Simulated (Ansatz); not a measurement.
# How many bands does the GW gap of GeSO (1T monolayer (Janus)) need?

Wanted: a G0W0 gap for GeSO (1T monolayer (Janus)) that is converged in bands and cutoff, or an estimate of the limit.

Main program and level: Ansatz 0.2.0; G0W0 on LDA, plane waves, PAW; PAW set soft_1.

## Step 1: The structure

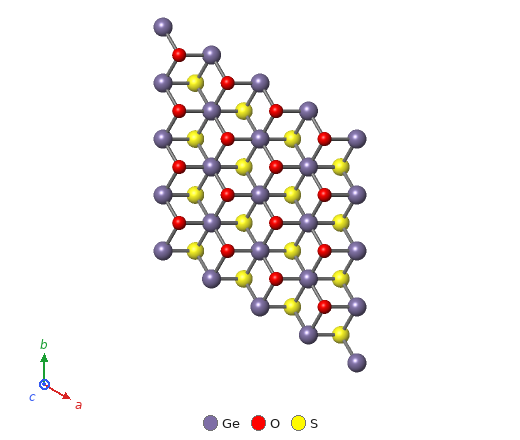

The starting structure, seen from above (germanium purple, oxygen red, sulfur yellow). 4×4×1 cells are drawn. Some periodic images of atoms are drawn too.

The cell holds 3 atoms: 1 Ge, 1 O and 1 S. Its edges and angles: a = 3.124 Å, b = 3.124 Å, c = 27.900 Å, α = 90.0°, β = 90.0°, γ = 120.0°. Vacuum lies along c.

The structure was relaxed with LDA. The runs that relaxed it are not among those shown. The Coulomb interaction is cut off across the vacuum.

## Step 2: 75 empty bands, screening to 27 eV

Now the one-shot GW correction: screening in the RPA, then the self-energy of the levels asked for. This step takes PAW set soft_1 files.

Input file input.yaml:

```yaml
crystal:
  lattice:
    - [3.1242280959, 0.0, 0.0]
    - [-1.5621140479, 2.7056608982, 0.0]
    - [0.0, 0.0, 27.9]
  atoms:
    - { symbol: Ge, position: [0.0, 0.0, 0.5092491062] }
    - { symbol: O, position: [0.3333333333, 0.6666666667, 0.5417298871] }
    - { symbol: S, position: [0.6666666667, 0.3333333333, 0.4582701129] }
  periodic: [true, true, false]
kpoints:
  mp_grid: { grid: [6, 6, 1] }
hamiltonian:
  xc: lda
  pseudopotentials: { kind: paw, azcp: { folder: soft_1 }, xc_functional: pbe }
scf:
  occupations: { method: fixed }
gw:
  n_empty_bands: 75
  ecut_chi: 27.0
  qp_bands: [v2, c2]
  qp_kpoints: band_edges
  screening: { model: contour_deformation }
```

Launch:

```bash
> ansatz run input.yaml --threads 4 --pin off --max-ram 17510MiB --backend cpu --events-out ev --progress --plain --runs-dir out
```

Numbers of over 12 decimals in the logs are rounded to 6 here.

What it wrote:

```text
Engine: ansatz 0.2.0, aarch64-unknown-linux-gnu
Pseudopotentials: kind: paw
Pseudopotential: Ge, paw, valence charge 14, recommended cutoff 420 eV (normal), soft_1/Ge.paw.azcp
Pseudopotential: O, paw, valence charge 6, recommended cutoff 420 eV (normal), soft_1/O.paw.azcp
Pseudopotential: S, paw, valence charge 6, recommended cutoff 420 eV (normal), soft_1/S.paw.azcp
Functional definition: SPW92
  exchange = slater_x
  correlation = pw_c
Crystal: 3 atoms, lattice volume = 235.842 Å³
Basis set: ecut = 420 eV, 4569 PW (Γ)
Bands: 17, of which v1, the nominal top of the filled ones, is band 13 counted from 1 (12 counted from 0)
Symmetry: 6 space group operations
Space group: P3m1 (ITA 156), of the structure as read, at distance tolerance 6.2e-5 Å
k-points: 7 of 36 (time reversal used)
Non-local potential: Ge, projectors of the file, l = 0: 2, l = 1: 2, l = 2: 3, l = 3: 1
Non-local potential: O, projectors of the file, l = 0: 2, l = 1: 2, l = 2: 1
Non-local potential: S, projectors of the file, l = 0: 2, l = 1: 2, l = 2: 1
PAW form: soft (Blöchl's): semilocal exchange-correlation on the pseudo side does not see the compensation charge
PAW frozen core: Ge, regenerated for the run's functional, and the local potential with it (the file was generated under x = pbe(κ = 0.804, μ = 0.219515), c = pbe(β = 0.066725))
PAW frozen core: O, regenerated for the run's functional, and the local potential with it (the file was generated under x = pbe(κ = 0.804, μ = 0.219515), c = pbe(β = 0.066725))
PAW frozen core: S, regenerated for the run's functional, and the local potential with it (the file was generated under x = pbe(κ = 0.804, μ = 0.219515), c = pbe(β = 0.066725))
PAW one-centre angular grid: Ge, 590 points (default); XC on 64 Gauss nodes
PAW one-centre angular grid: O, 110 points (default); XC on 64 Gauss nodes
PAW one-centre angular grid: S, 110 points (default); XC on 64 Gauss nodes
Initial density: superposition of atomic densities (neutral atoms: chi_scale 0, normalization atom)
Initial wavefunctions: pseudopotential atomic-orbital guess
Functional: x = slater, c = lda
SCF iter   1: F=—  HF=-5641.154693 eV  |F-HF|=—  |Δ(HF+E_count)|=         —  Δρ=4.61e-2  dr2=5.14e0  ethr=3.10e-3  ⟨swp⟩=8.0  Hψ=749  notcnv=0  defer=13
preconditioner: auto → none  [insulator: Δε(μ)=1.008 eV  Ē_g=19.214 eV  n_scr=16 (ndim 8)  ℏωp=12.3 eV  f_vac=0.783  ε∞_Penn≈1.4]
SCF iter   2: F=—  HF=-5641.392551 eV  |F-HF|=—  |Δ(HF+E_count)|=   2.38e-1  Δρ=5.40e-2  dr2=1.25e1  ethr=3.10e-3  ⟨swp⟩=6.1  Hψ=460  notcnv=0  defer=14  recentre
SCF iter   3: F=—  HF=-5640.245758 eV  |F-HF|=—  |Δ(HF+E_count)|=    1.15e0  Δρ=2.26e-2  dr2=2.88e0  ethr=3.10e-3  ⟨swp⟩=6.3  Hψ=417  notcnv=0  defer=13
SCF iter   4: F=—  HF=-5639.831983 eV  |F-HF|=—  |Δ(HF+E_count)|=   4.14e-1  Δρ=9.28e-3  dr2=9.05e-2  ethr=3.10e-3  ⟨swp⟩=4.1  Hψ=246  notcnv=0  defer=14
SCF iter   5: F=—  HF=-5639.826845 eV  |F-HF|=—  |Δ(HF+E_count)|=   5.14e-3  Δρ=4.32e-3  dr2=3.88e-2  ethr=3.48e-4  ⟨swp⟩=3.3  Hψ=300  notcnv=0  defer=14
SCF iter   6: F=—  HF=-5639.820456 eV  |F-HF|=—  |Δ(HF+E_count)|=   6.39e-3  Δρ=6.32e-4  dr2=4.61e-4  ethr=1.49e-4  ⟨swp⟩=2.9  Hψ=205  notcnv=0  defer=14
SCF iter   7: F=—  HF=-5639.820516 eV  |F-HF|=—  |Δ(HF+E_count)|=   5.96e-5  Δρ=1.68e-4  dr2=8.13e-5  ethr=1.77e-6  ⟨swp⟩=3.4  Hψ=294  notcnv=0  defer=14
SCF iter   8: F=—  HF=-5639.820502 eV  |F-HF|=—  |Δ(HF+E_count)|=   1.35e-5  Δρ=3.78e-5  dr2=1.22e-6  ethr=3.13e-7  ⟨swp⟩=2.9  Hψ=182  notcnv=0  defer=14
SCF iter   9: F=—  HF=-5639.820503 eV  |F-HF|=—  |Δ(HF+E_count)|=   3.66e-7  Δρ=8.35e-6  dr2=2.18e-7  ethr=4.71e-9  ⟨swp⟩=3.9  Hψ=287  notcnv=0  defer=14
SCF iter  10: F=-5639.820503 eV  HF=-5639.820503 eV  |F-HF|=1.35e-8  |Δ(HF+E_count)|=   5.65e-8  Δρ=2.44e-6  dr2=1.41e-8  ethr=3.85e-10  ⟨swp⟩=18.1  Hψ=937  notcnv=0
SCF 1 converged in 10 iterations: F = -5639.820503 eV  dr2 = 1.41e-8
  greatest PAW one-centre occupation: 0.999 electrons in one spin orbital (limit 2), on the Ge atom at site 0 (counted from 0), in its partial waves of l = 2
NSCF: frozen V_eff on 7 k-points
G₀W₀ screening: q 1/7
[... further progress lines ...]
SCF converged after 10 iterations
Free energy (F): -5639.820503 eV
Harris-Foulkes:  -5639.820503 eV  (|F-HF|=1.35e-8)
Internal energy: -5639.820503 eV  (E = F + TS)
E sigma→0 (E₀):  -5639.820503 eV
Fermi energy:    -6.071167 eV
--- Per-component energies (eV) ---
  E_band       = -530.252812
  E_kinetic    = 368.572312
  E_local      = -45205.396285  (includes V_loc(G=0)·N_el)
  E_nonlocal   = 317.102325
  E_hartree    = 22294.544009
  E_xc         = -229.197358
  E_vxc        = -238.348859  (∫ρ·V_xc dr)
  E_paw        = -2669.591480  (= ΣΔE_a)
  E_vpaw       = -361.271021  (= ΣTr[D̂ρ^β])
  E_aug_tail   = 0.000781  (compensation charges beyond the density's cutoff)
  E_ewald      = 19481.986748
  E_core_change = 2.158446  (= ΣΔE_core)
  E_smearing   = -0.000000  (= −TS)
  E_closure    = -0.000000  (closes the sum)
  Σ components = -5639.820503   (vs F -5639.820503, Δ=0.00e0)
--- Band table (eV; the first three rows and the last of 7) ---
  k-point 0: bands = [... 9 lower, -9.7935, -8.5481, -6.0712, -6.0712, -5.6180, -1.0381 (-1.0385°), -0.7074, 0.0095]
  k-point 1: bands = [... 9 lower, -10.1641, -8.3856, -8.1340, -6.4659, -4.5145, -1.6118 (-1.6118°), -0.3688, 0.5802]
  k-point 2: bands = [... 9 lower, -10.8220, -9.8896, -8.1123, -7.0512, -4.5910, -1.6205, 0.0154, 1.5342]
  k-point 6: bands = [... 9 lower, -11.8518, -11.4266, -8.4780, -7.8250, -3.7688, -0.6089, 0.6932, 1.5660]
  ° read free of the cell's end (the report's vacuum.weakly_bound_levels)
--- G₀W₀: contour deformation, 7 samples at zero and on the imaginary axis and 3 off it, 36 q-points, 75 empty bands' worth ---
  eigenvalues of the whole cell's RPA ε∞ on this k-mesh (on a slab, of 1 + 4πα/V) = 1.1326, 4.1276, 4.1276; static W/v taken at q = 0 is 0.471241
  gw.qp_kpoints: band_edges: 5 of 7 stored k-points solved, in 1 pass; an edge of the gap read off the rows below is read off those points alone
    valence top: of the k-points left out ik 4 came nearest to being solved in a further pass, in band 13 (counted from 1, as in the quasiparticle table): it holds the edge there only if its correction is more favourable than any solved in that band by at least 1.462 eV; those differ by 0.250 eV
    conduction bottom: of the k-points left out ik 5 came nearest to being solved in a further pass, in band 14 (counted from 1, as in the quasiparticle table): it holds the edge there only if its correction is more favourable than any solved in that band by at least 1.419 eV; those differ by 0.201 eV
  `?` marks the rows in doubt; gw_qp.tsv's column doubts and the gw_qp event give each row's grounds
    ik  band        ε_KS         Σx   Σc(E_QP)       V_xc       Z   E_QP_lin       E_QP  E_QP is
     0    12     -6.0712   -19.1742     2.2817   -17.0565  0.6106    -5.9157    -5.9071  root
     0    13     -6.0712   -19.1742     2.2817   -17.0565  0.6106    -5.9157    -5.9071  root
     0    14     -5.6180   -11.0501    -2.8308   -15.4011  0.6286    -4.5617    -4.0978  root ?
     0    15     -1.0381    -7.5551    -3.0167   -11.9120  0.6573    -0.0594     0.3020  root ?
     1    12     -8.1340   -21.2905     3.4787   -17.7157  0.5851    -8.2333    -8.2301  root ?
     1    13     -6.4659   -19.4454     2.4191   -17.1505  0.6074    -6.3471    -6.3417  root
     1    14     -4.5145   -12.4633    -3.1034   -17.1672  0.6180    -3.2906    -2.9140  root ?
     1    15     -1.6118    -8.9235    -3.6812   -14.2202  0.6295    -0.3591     0.0036  root ?
     2    12     -8.1123   -22.3996     4.0409   -18.1115  0.5878    -8.3942    -8.3596  root ?
     2    13     -7.0512   -19.9475     2.6870   -17.3191  0.6024    -6.9940    -6.9926  root
     2    14     -4.5910   -12.2301    -3.0941   -16.9945  0.6157    -3.2921    -2.9207  root ?
     2    15     -1.6205    -9.1609    -3.8234   -14.5426  0.6259    -0.4120    -0.0622  root ?
     3    12     -8.0849   -21.1333     3.6016   -17.3292  0.5907    -8.3077    -8.2873  root ?
     3    13     -7.2880   -20.1441     2.7980   -17.3783  0.5994    -7.2563    -7.2558  root ?
     3    14     -5.3738   -12.0009    -2.8107   -16.4149  0.6201    -4.1561    -3.7704  root ?
     3    15     -1.2446    -8.7768    -3.9043   -14.2709  0.6238    -0.0175     0.3451  root ?
     6    12     -8.4780   -23.2534     4.5472   -18.4227  0.5837    -8.8141    -8.7615  root ?
     6    13     -7.8250   -20.2470     3.0302   -17.1304  0.5990    -7.9139    -7.9114  root ?
     6    14     -3.7688   -12.9227    -3.4259   -18.0696  0.6051    -2.3727    -2.0479  root ?
     6    15     -0.6089    -9.0080    -3.8308   -14.4090  0.6485     0.6530     0.9612  root ?
```

Elapsed: 12 s, on 4 threads of Arm Neoverse V1, shared host; peak memory 0.69 GiB.

Numbers from this step:

```
bands summed                                 : 88
plane waves in the screening matrix          : 89
q-points in the mesh                         : 36
G0W0 gap on the mesh                         : 1.809 eV
k of the valence top                         : 0, 0, 0
k of the conduction bottom                   : 0, 0, 0
starting gap on the mesh                     : 0.4532 eV
Z at the valence top                         : 0.6106
Z at the conduction bottom                   : 0.6286
least direct G0W0 gap on the computed points : 1.809 eV
```

The gap on the mesh goes from 0.45 eV to 1.81 eV, a correction of +1.36 eV. The program marks an edge row as in doubt. Between the two edge states, bare exchange in place of the xc potential would open the gap by 6.47 eV, and correlation takes back 5.11 eV.

## Step 3: 212 empty bands, screening to 54 eV

Bands and screening cutoff are moved together, since each hides the error of the other.

input.yaml, as its differences from that of step 2:

```diff
@@ -18,4 +18,4 @@
 gw:
-  n_empty_bands: 75
-  ecut_chi: 27.0
+  n_empty_bands: 212
+  ecut_chi: 54.0
   qp_bands: [v2, c2]
```

What it wrote:

```text
[...]
Crystal: 3 atoms, lattice volume = 235.842 Å³
Basis set: ecut = 420 eV, 4569 PW (Γ)
Bands: 17, of which v1, the nominal top of the filled ones, is band 13 counted from 1 (12 counted from 0)
Symmetry: 6 space group operations
[...]
k-points: 7 of 36 (time reversal used)
[...]
SCF iter   1: F=—  HF=-5641.154693 eV  |F-HF|=—  |Δ(HF+E_count)|=         —  Δρ=4.61e-2  dr2=5.14e0  ethr=3.10e-3  ⟨swp⟩=8.0  Hψ=749  notcnv=0  defer=13
[...]
SCF iter  10: F=-5639.820503 eV  HF=-5639.820503 eV  |F-HF|=1.35e-8  |Δ(HF+E_count)|=   5.65e-8  Δρ=2.44e-6  dr2=1.41e-8  ethr=3.85e-10  ⟨swp⟩=18.1  Hψ=937  notcnv=0
SCF 1 converged in 10 iterations: F = -5639.820503 eV  dr2 = 1.41e-8
[...]
NSCF: frozen V_eff on 7 k-points
G₀W₀ screening: q 1/7
[... further progress lines ...]
SCF converged after 10 iterations
Free energy (F): -5639.820503 eV
[...]
Internal energy: -5639.820503 eV  (E = F + TS)
E sigma→0 (E₀):  -5639.820503 eV
Fermi energy:    -6.071167 eV
[...]
--- Band table (eV; the first three rows and the last of 7) ---
  k-point 0: bands = [... 9 lower, -9.7935, -8.5481, -6.0712, -6.0712, -5.6180, -1.0381 (-1.0385°), -0.7074, 0.0095]
  k-point 1: bands = [... 9 lower, -10.1641, -8.3856, -8.1340, -6.4659, -4.5145, -1.6118 (-1.6118°), -0.3688, 0.5802]
  k-point 2: bands = [... 9 lower, -10.8220, -9.8896, -8.1123, -7.0512, -4.5910, -1.6205, 0.0154, 1.5342]
  k-point 6: bands = [... 9 lower, -11.8518, -11.4266, -8.4780, -7.8250, -3.7688, -0.6089, 0.6932, 1.5660]
  ° read free of the cell's end (the report's vacuum.weakly_bound_levels)
[...]
0    12     -6.0712   -19.1742     2.0132   -17.0565  0.6057    -6.1797    -6.1757  root
     0    13     -6.0712   -19.1742     2.0132   -17.0565  0.6057    -6.1797    -6.1757  root
     0    14     -5.6180   -11.0501    -3.0385   -15.4011  0.6272    -4.7410    -4.3055  root ?
     0    15     -1.0381    -7.5551    -3.1983   -11.9120  0.6550    -0.2499     0.1204  root ?
     1    12     -8.1340   -21.2905     3.4189   -17.7157  0.5814    -8.2999    -8.2899  root ?
     1    13     -6.4659   -19.4454     2.1859   -17.1505  0.6025    -6.5793    -6.5749  root
     1    14     -4.5145   -12.4633    -3.2595   -17.1672  0.6152    -3.4521    -3.0701  root ?
     1    15     -1.6118    -8.9235    -3.9319   -14.2202  0.6306    -0.6209    -0.2472  root ?
     2    12     -8.1123   -22.3996     4.0643   -18.1115  0.5827    -8.3612    -8.3362  root ?
     2    13     -7.0512   -19.9475     2.4980   -17.3191  0.5974    -7.1881    -7.1815  root ?
     2    14     -4.5910   -12.2301    -3.2718   -16.9945  0.6126    -3.4791    -3.0984  root ?
[...]
6    12     -8.4780   -23.2534     4.6045   -18.4227  0.5782    -8.7298    -8.7042  root ?
     6    13     -7.8250   -20.2470     2.9103   -17.1304  0.5934    -8.0525    -8.0313  root ?
     6    14     -3.7688   -12.9227    -3.5691   -18.0696  0.6010    -2.5256    -2.1910  root ?
     6    15     -0.6089    -9.0080    -4.0338   -14.4090  0.6431     0.4222     0.7583  root ?
```

Elapsed: 43 s, on 4 threads; peak memory 1.5 GiB.

Numbers from this step:

| Item | Value |
| --- | --- |
| bands summed | 225 |
| plane waves in the screening matrix | 195 |
| q-points in the mesh | 36 |
| G0W0 gap on the mesh | 1.870 eV |
| k of the valence top | 0, 0, 0 |
| k of the conduction bottom | 0, 0, 0 |
| starting gap on the mesh | 0.4532 eV |
| Z at the valence top | 0.6057 |
| Z at the conduction bottom | 0.6272 |
| least direct G0W0 gap on the computed points | 1.870 eV |

Against the run with 6×6×1 mesh, 75 empty bands, screening to 27 eV, PAW set soft_1 files, the gap moves by +0.06 eV.

## Step 4: 457 empty bands, screening to 90 eV

input.yaml, as its differences from that of step 3:

```diff
@@ -17,5 +17,6 @@
   occupations: { method: fixed }
+  convergence: { dr2_threshold: 1.0e-10 }
 gw:
-  n_empty_bands: 212
-  ecut_chi: 54.0
+  n_empty_bands: 457
+  ecut_chi: 90.0
   qp_bands: [v2, c2]
```

What it wrote:

```text
[...]
Crystal: 3 atoms, lattice volume = 235.842 Å³
Basis set: ecut = 420 eV, 4569 PW (Γ)
Bands: 17, of which v1, the nominal top of the filled ones, is band 13 counted from 1 (12 counted from 0)
Symmetry: 6 space group operations
[...]
k-points: 7 of 36 (time reversal used)
[...]
2    12     -8.1123   -22.3997     3.9683   -18.1115  0.5803    -8.5034    -8.4322  root ?
[...]
6    12     -8.4780   -23.2534     4.5229   -18.4228  0.5735    -8.8486    -8.7857  root ?
     6    13     -7.8250   -20.2471     2.7888   -17.1305  0.5904    -8.2331    -8.1529  root ?
     6    14     -3.7688   -12.9227    -3.7629   -18.0696  0.5991    -2.7301    -2.3849  root ?
     6    15     -0.6089    -9.0081    -4.1828   -14.4090  0.6384     0.2575     0.6093  root ?
[key lines of the parts left out:]
SCF converged after 12 iterations
Free energy (F): -5639.820503 eV
Fermi energy:    -6.071239 eV
```

Elapsed: 3.6 min, on 4 threads; peak memory 3.7 GiB.

Numbers from this step:

```yaml
bands_summed: 470
plane_waves_in_the_screening_matrix: 493
g0w0_gap_on_the_mesh: 1.917 eV
k_of_the_valence_top: 0, 0, 0
k_of_the_conduction_bottom: 0, 0, 0
starting_gap_on_the_mesh: 0.4532 eV
least_direct_g0w0_gap_on_the_computed_points: 1.917 eV
```

Against the run with 6×6×1 mesh, 212 empty bands, screening to 54 eV, PAW set soft_1 files, the gap moves by +0.05 eV.

## Step 5: 840 empty bands, screening to 135 eV

input.yaml, as its differences from that of step 4:

```diff
@@ -17,6 +17,5 @@
   occupations: { method: fixed }
-  convergence: { dr2_threshold: 1.0e-10 }
 gw:
-  n_empty_bands: 457
-  ecut_chi: 90.0
+  n_empty_bands: 840
+  ecut_chi: 135.0
   qp_bands: [v2, c2]
```

What it wrote:

```text
[...]
Crystal: 3 atoms, lattice volume = 235.842 Å³
Basis set: ecut = 420 eV, 4569 PW (Γ)
Bands: 17, of which v1, the nominal top of the filled ones, is band 13 counted from 1 (12 counted from 0)
Symmetry: 6 space group operations
[...]
k-points: 7 of 36 (time reversal used)
[...]
1    15     -1.6118    -8.9235    -4.2226   -14.2202  0.6282    -0.9290    -0.5378  root ?
[...]
6    12     -8.4780   -23.2534     4.4585   -18.4227  0.5738    -8.9735    -8.8502  root ?
     6    13     -7.8250   -20.2470     2.7272   -17.1304  0.5890    -8.3718    -8.2144  root ?
     6    14     -3.7688   -12.9227    -3.9223   -18.0696  0.5979    -2.8953    -2.5442  root ?
     6    15     -0.6089    -9.0080    -4.2854   -14.4090  0.6369     0.1445     0.5067  root ?
[key lines of the parts left out:]
SCF converged after 10 iterations
Free energy (F): -5639.820503 eV
Fermi energy:    -6.071167 eV
```

It took 15 min on 4 threads; peak memory 8.3 GiB.

This step gave:

```
bands summed                                 : 853
plane waves in the screening matrix          : 779
G0W0 gap on the mesh                         : 1.882 eV
k of the valence top                         : 0, 0, 0
k of the conduction bottom                   : 0, 0, 0
starting gap on the mesh                     : 0.4532 eV
least direct G0W0 gap on the computed points : 1.882 eV
```

Against the run with 6×6×1 mesh, 457 empty bands, screening to 90 eV, PAW set soft_1 files, the gap moves by −0.03 eV.

[end of part 1 of 2]

[Paths, hosts, dates, memory and timing lines, banners, echoed tables and standing remarks are left out of the program output.]

[Logs are printed without paths, hosts, clocks, repeated set-up lines and the standing remarks that a program may print on its own settings, such as how far it seeks lower states.]

[Runs of the session that timed out or met a known fault of the program may be left out.]

[Cells called generated may have been cut or substituted from an entry of the Crystallography Open Database or the Materials Project.]

[Hosts, paths, dates, database ids (printed as entryN), source tags and the programs' standing remarks are cut or masked in the printed files.]
